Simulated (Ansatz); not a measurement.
## Au(111) with 4 thermally displaced layers, 2x2: scattering by thermal displacements

How much do lattice vibrations at 80 K scatter the electrons of Au? Layers with random displacements are laid between perfect leads, and the resistance is followed against their length. The measured value for the pure metal at this temperature is 0.481 µΩ cm (CRC Handbook of Chemistry and Physics, 84th ed., 2003, Electrical Resistivity of Pure Metals).

Program: Ansatz 0.2.0. Level of theory: Ansatz plane-wave DFT, PBE, PAW files; ballistic transport by layer matching (Landauer), zero bias; PAW set soft_1. Results are calculated unless marked as measured.

## Step 1: Set-up

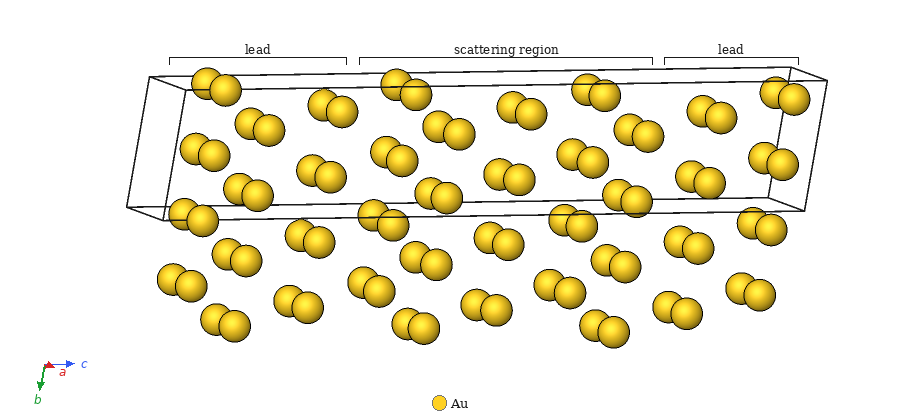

The starting structure, seen from the side, with the c axis across the page (gold yellow). 1×2×1 cells are drawn.

The cell holds 40 atoms: 40 Au. Its edges and angles: a = 5.768 Å, b = 5.768 Å, c = 23.605 Å, α = 93.5°, β = 86.5°, γ = 120.0°. It derives from Au. Regions: lead, 24 atoms (24 Au); scattering region, 16 atoms (16 Au). The structure is stacked along c, and the current runs across the ab planes.

## Step 2: With 4 displaced layers

Each atom of 4 layers is moved at random, by amounts drawn from a normal law 0.0492 Å wide in each direction from the Debye model (165 K) at 80 K. The layers about the cell's end stay perfect and serve as the lead. Disorder leaves little or no symmetry, which makes such runs dear. Energies from -0.05 to 0.05 eV in steps of 0.05 eV are too few for the program's thermal sum, so it prints no conductance; for a metal the transmission near the Fermi level serves, at a fraction of the cost.

File input.yaml:

```yaml
crystal:
  lattice:
    - [5.7675164607, 0.0, 0.0]
    - [-2.8837582304, 4.9948157718, 0.0]
    - [1.4418791152, -0.8324692953, 23.5457873532]
  atoms:
    - { symbol: Au, position: [0.9916666667, 0.0083333333, 0.05] }
    - { symbol: Au, position: [0.9916666667, 0.5083333333, 0.05] }
    - { symbol: Au, position: [0.4916666667, 0.0083333333, 0.05] }
    - { symbol: Au, position: [0.4916666667, 0.5083333333, 0.05] }
    - { symbol: Au, position: [0.1416666667, 0.3583333333, 0.15] }
    - { symbol: Au, position: [0.1416666667, 0.8583333333, 0.15] }
    - { symbol: Au, position: [0.6416666667, 0.3583333333, 0.15] }
    - { symbol: Au, position: [0.6416666667, 0.8583333333, 0.15] }
    - { symbol: Au, position: [0.2916666667, 0.2083333333, 0.25] }
    - { symbol: Au, position: [0.2916666667, 0.7083333333, 0.25] }
    - { symbol: Au, position: [0.7916666667, 0.2083333333, 0.25] }
    - { symbol: Au, position: [0.7916666667, 0.7083333333, 0.25] }
    - { symbol: Au, position: [0.9464993063, 0.0688892814, 0.3515485487] }
    - { symbol: Au, position: [0.95622517, 0.573848417, 0.3474826124] }
    - { symbol: Au, position: [0.4298594057, 0.0452957012, 0.3497749965] }
    - { symbol: Au, position: [0.4499003659, 0.558289865, 0.3510354725] }
    - { symbol: Au, position: [0.0764171296, 0.4094653408, 0.4481061654] }
    - { symbol: Au, position: [0.1108360927, 0.9173935528, 0.4519823852] }
    - { symbol: Au, position: [0.5939608974, 0.4145950905, 0.4513737741] }
    - { symbol: Au, position: [0.5863226571, 0.9033974389, 0.4497603371] }
    - { symbol: Au, position: [0.233678675, 0.2523842491, 0.5494082694] }
    - { symbol: Au, position: [0.2397842264, 0.765321309, 0.5466671306] }
    - { symbol: Au, position: [0.7457984787, 0.2519854822, 0.5488599949] }
    - { symbol: Au, position: [0.7295271681, 0.7568272736, 0.5494828453] }
    - { symbol: Au, position: [0.890639027, 0.1031116815, 0.6501957771] }
    - { symbol: Au, position: [0.9093919318, 0.61215972, 0.6488020485] }
    - { symbol: Au, position: [0.3989511554, 0.1072721448, 0.6512400996] }
    - { symbol: Au, position: [0.395637275, 0.603812035, 0.645969268] }
    - { symbol: Au, position: [0.0416666667, 0.4583333333, 0.75] }
    - { symbol: Au, position: [0.0416666667, 0.9583333333, 0.75] }
    - { symbol: Au, position: [0.5416666667, 0.4583333333, 0.75] }
    - { symbol: Au, position: [0.5416666667, 0.9583333333, 0.75] }
    - { symbol: Au, position: [0.1916666667, 0.3083333333, 0.85] }
    - { symbol: Au, position: [0.1916666667, 0.8083333333, 0.85] }
    - { symbol: Au, position: [0.6916666667, 0.3083333333, 0.85] }
    - { symbol: Au, position: [0.6916666667, 0.8083333333, 0.85] }
    - { symbol: Au, position: [0.8416666667, 0.1583333333, 0.95] }
    - { symbol: Au, position: [0.8416666667, 0.6583333333, 0.95] }
    - { symbol: Au, position: [0.3416666667, 0.1583333333, 0.95] }
    - { symbol: Au, position: [0.3416666667, 0.6583333333, 0.95] }
kpoints:
  mp_grid: { grid: [5, 5, 1] }
hamiltonian:
  xc: pbe
  pseudopotentials: { kind: paw, azcp: { folder: soft_1 } }
scf:
  occupations: { method: fermi_dirac, width: 0.1 }
output:
  transmission:
    leads: [[0, 4]]
    kmesh: [10, 10]
    e_range: [-0.05, 0.05]
    de: 0.05
  write_potential: true
  write_density: true
  volumetric_format: npy
  elf: true
```

Command:

```sh
> ansatz run input.yaml --threads 4 --pin off --max-ram 15360MiB --backend cpu --events-out ev --progress --plain --runs-dir out
```

Numbers of over 12 decimals in the logs are rounded to 6 here.

Output:

```text
Engine: ansatz 0.2.0, x86_64-unknown-linux-gnu
Pseudopotentials: kind: paw
Pseudopotential: Au, paw, valence charge 19, recommended cutoff 420 eV (normal), soft_1/Au.paw.azcp
Functional definition: PBE
  parameter kappa = 0.804
  parameter beta = 0.066725
  exchange = pbe_x(kappa = kappa, mu = beta*pi^2/3)
  correlation = pbe_c(beta = beta)
Crystal: 40 atoms, lattice volume = 678.300 Å³
Basis set: ecut = 420 eV, 13321 PW (Γ)
Bands: 456, of which v1, the nominal top of the filled ones, is band 380 counted from 1 (379 counted from 0)
Symmetry: 1 space group operations
Space group: P1 (ITA 1), of the structure as read, at distance tolerance 8.8e-5 Å
k-points: 13 of 25 (time reversal used)
Non-local potential: Au, projectors of the file, l = 0: 3, l = 1: 2, l = 2: 2, l = 3: 1
PAW form: soft (Blöchl's): semilocal exchange-correlation on the pseudo side does not see the compensation charge
PAW one-centre angular grid: Au, 590 points (default); XC on 64 Gauss nodes
Initial density: superposition of atomic densities (chi_scale 0.1, normalization cell)
Initial wavefunctions: pseudopotential atomic-orbital guess
Functional: x = pbe(κ = 0.804, μ = 0.219515), c = pbe(β = 0.066725)
SCF iter   1: F=—  HF=-526056.876438 eV  |F-HF|=—  |Δ(HF+E_count)|=         —  Δρ=6.76e-2  dr2=3.40e1  ethr=3.10e-3  ⟨swp⟩=4.0  Hψ=17663  notcnv=0  defer=86
preconditioner: auto → Kerker (q_TF=auto, 2.781 Å⁻¹)  [metal: Δε(μ)=0.008 eV  Ē_g=10.172 eV  σ=0.100 eV  W_gap=0.02  n_scr=260 (ndim 8)  ℏωp=29.9 eV  f_vac=0.000  D(μ)=18.60/eV (n_scr^D=122)]
SCF iter   2: F=—  HF=-526048.771944 eV  |F-HF|=—  |Δ(HF+E_count)|=    8.10e0  Δρ=3.10e-2  dr2=6.94e0  ethr=3.10e-3  ⟨swp⟩=2.8  Hψ=9749  notcnv=0  defer=714
SCF iter   3: F=—  HF=-526046.829729 eV  |F-HF|=—  |Δ(HF+E_count)|=    1.94e0  Δρ=7.44e-3  dr2=2.22e-1  ethr=9.13e-4  ⟨swp⟩=2.0  Hψ=8243  notcnv=0  defer=714
SCF iter   4: F=—  HF=-526046.891490 eV  |F-HF|=—  |Δ(HF+E_count)|=   6.18e-2  Δρ=1.28e-3  dr2=6.44e-3  ethr=2.92e-5  ⟨swp⟩=2.7  Hψ=11807  notcnv=0  defer=714
SCF iter   5: F=—  HF=-526046.895128 eV  |F-HF|=—  |Δ(HF+E_count)|=   3.64e-3  Δρ=2.84e-4  dr2=6.08e-4  ethr=8.48e-7  ⟨swp⟩=2.0  Hψ=7951  notcnv=0  defer=714
SCF iter   6: F=—  HF=-526046.895114 eV  |F-HF|=—  |Δ(HF+E_count)|=   1.40e-5  Δρ=7.54e-5  dr2=5.44e-5  ethr=8.00e-8  ⟨swp⟩=2.4  Hψ=8026  notcnv=0  defer=714
SCF iter   7: F=—  HF=-526046.895495 eV  |F-HF|=—  |Δ(HF+E_count)|=   3.81e-4  Δρ=2.79e-5  dr2=7.94e-6  ethr=7.16e-9  ⟨swp⟩=2.4  Hψ=9365  notcnv=0  defer=714
SCF iter   8: F=—  HF=-526046.895494 eV  |F-HF|=—  |Δ(HF+E_count)|=   5.06e-7  Δρ=5.73e-6  dr2=6.66e-7  ethr=1.04e-9  ⟨swp⟩=2.2  Hψ=8083  notcnv=0  defer=714
SCF iter   9: F=-526046.895494 eV  HF=-526046.895494 eV  |F-HF|=8.64e-8  |Δ(HF+E_count)|=   4.33e-8  Δρ=1.21e-6  dr2=9.14e-8  ethr=1.32e-11  ⟨swp⟩=8.5  Hψ=22505  notcnv=0
SCF 1 converged in 9 iterations: F = -526046.895494 eV  dr2 = 9.14e-8
  greatest PAW one-centre occupation: 1.000 electrons in one spin orbital (limit 2), on the Au atom at site 25 (counted from 0), in its partial waves of l = 0
transmission: 162 of 1560 steps passed
transmission: 315 of 1560 steps passed
[...]
transmission: 1560 of 1560 steps passed
SCF converged after 9 iterations
Free energy (F): -526046.895494 eV
Harris-Foulkes:  -526046.895494 eV  (|F-HF|=8.64e-8)
Internal energy: -526046.414733 eV  (E = F + TS)
E sigma→0 (E₀):  -526046.655114 eV
Entropy (-TS):   -0.480761 eV (-12.019 meV/atom)
Fermi energy:    20.730182 eV
--- Per-component energies (eV) ---
  E_band       = -8238.860352
  E_kinetic    = 23140.050127
  E_local      = -67786.165165  (includes V_loc(G=0)·N_el)
  E_nonlocal   = 3921.230320
  E_hartree    = 29403.007467
  E_xc         = -8623.792127
  E_vxc        = -10475.442249  (∫ρ·V_xc dr)
  E_paw        = -389264.494787  (= ΣΔE_a)
  E_vpaw       = -15844.632443  (= ΣTr[D̂ρ^β])
  E_aug_tail   = 0.067535  (compensation charges beyond the density's cutoff)
  E_ewald      = -116836.318103
  E_smearing   = -0.480761  (= −TS)
  E_closure    = 0.000000  (closes the sum)
  Σ components = -526046.895494   (vs F -526046.895494, Δ=0.00e0)
--- Band table (eV; the first three rows and the last of 13) ---
  k-point 0: bands = [... 376 lower, 20.7785, 21.2244, 21.2470, 21.2586, 21.2684, 21.5506, 21.5775, 21.6835, ... 72 higher]
  k-point 1: bands = [... 376 lower, 20.3361, 20.4259, 20.4968, 20.6494, 20.7602, 20.8578, 20.9606, 21.0629, ... 72 higher]
  k-point 2: bands = [... 376 lower, 20.5210, 20.5347, 20.5599, 20.5865, 20.6383, 20.8238, 20.8637, 21.0665, ... 72 higher]
  k-point 12: bands = [... 376 lower, 19.5184, 20.1989, 20.3696, 20.7207, 20.7646, 20.8085, 21.2685, 22.2525, ... 72 higher]
--- Transmission ---
  basis      : 253 plane waves across, 30 finite elements along
  points     : 52, standing for a mesh of 10 x 10
  energies   : 3 from -0.050000 to 0.050000 eV about the Fermi level, 0.050000 eV apart; the leads are filled to 0.000000 eV, and channels, transmission and decay are at 0.000000 eV
  crystal 0  : Au4, at the sites [0, 4], period 2.3546 Å, over 14.13 Å; its Hamiltonian steps by up to 3.6 meV
    offset         : up to 0.0000 Å between an atom of the period and one for which it stands
    channels       : 3.210000e0 a spin
    conductance    : none, the energies end too early or step too widely for 300 K: set another output.transmission.e_range or a lower de, or, where they end at an eighth of basis.ecutwfc, a higher one
  junction   : crystal 0 to crystal 0, 0.70 to 21.89 Å
    transmission   : 3.181570e0 a spin
    conductance    : none, the energies end too early or step too widely for 300 K: set another output.transmission.e_range or a lower de, or, where they end at an eighth of basis.ecutwfc, a higher one
```

It took 6.6 min on 4 threads of Intel Xeon Platinum 8488C (Sapphire Rapids), shared host; peak memory 6.6 GiB.

This step gave:

* free energy: -526046.8955 eV
* energy at zero smearing: -526046.6551 eV
* Fermi energy: 20.73 eV
* cell area: 28.81 Å²
* transmission per spin nearest the Fermi level: 3.182
* open channels per spin nearest the Fermi level: 3.21
* step of the lead's potential: 3.6 meV

Per spin. The transmission, zone mean stays at 3.18 for energy from -0.05 to 0.05 eV.

Per spin. The open channels, zone mean, lead stays at 3.21 for energy from -0.05 to 0.05 eV.

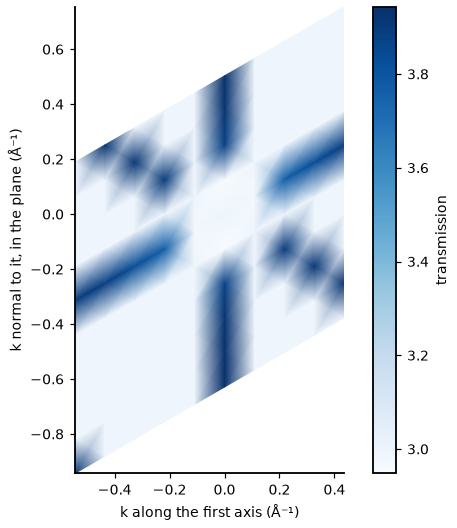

Transmission over k1 and k2. At 0.0000 eV from the Fermi level.

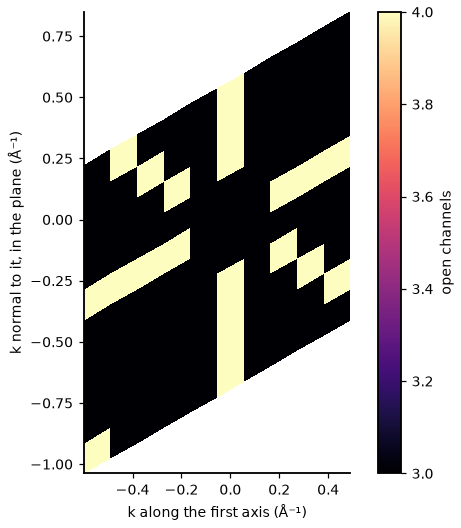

Open channels over k1 and k2. At 0.0000 eV from the Fermi level.

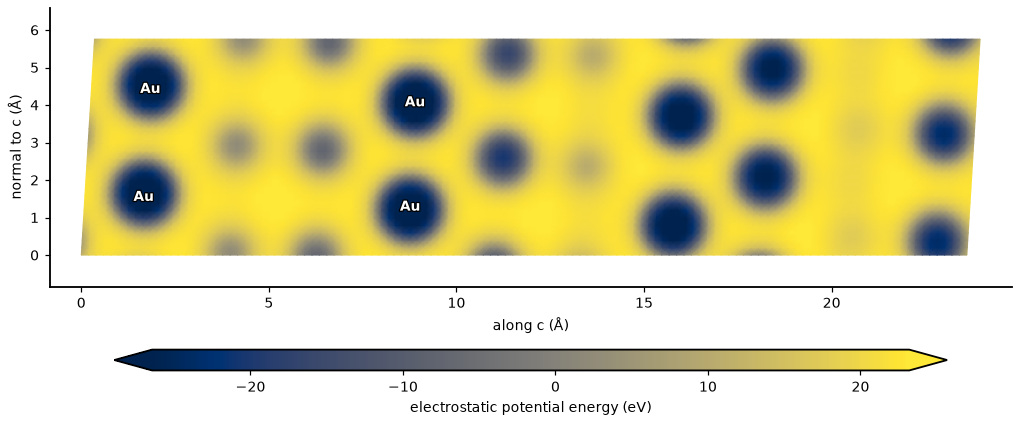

Electrostatic potential energy in the ca plane at fractional y = 0.045, with atoms of Au within 0.2 Å of it. With pseudopotentials it is smooth inside the atoms' cores, unlike the true potential. The map starts off the cell's origin, so that atoms lie inside it.

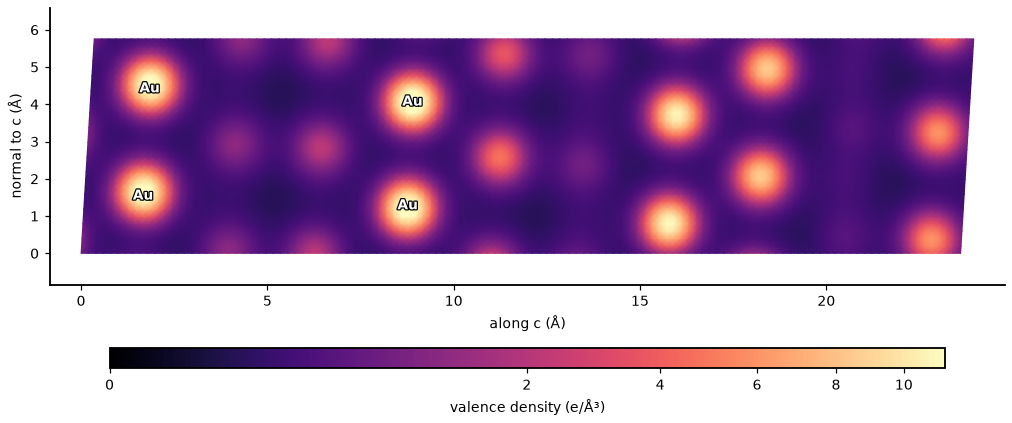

Valence density in the ca plane at fractional y = 0.045, with atoms of Au within 0.2 Å of it. It is the smooth field of the valence electrons, not physical close to the nuclei. The map starts off the cell's origin, so that atoms lie inside it. The colour scale is stretched toward low values.

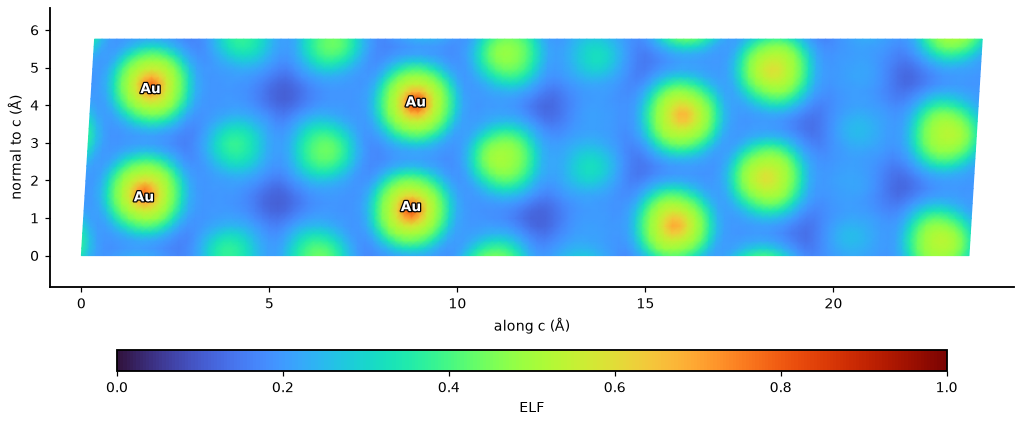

ELF in the ca plane at fractional y = 0.045, with atoms of Au within 0.2 Å of it. It is the smooth field of the valence electrons, not physical close to the nuclei. The map starts off the cell's origin, so that atoms lie inside it.

Over the solved energies the transmission per spin lies between 3.18 and 3.18, out of 3.21 channels of the lead on average (up to 3.21).

(Part 1 of 2 ends here.)

[Logs are printed without paths, hosts, clocks, repeated set-up lines and the standing remarks that a program may print on its own settings, such as how far it seeks lower states.]

[Hosts, paths, dates, database ids (printed as entryN), source tags and the programs' standing remarks are cut or masked in the printed files.]
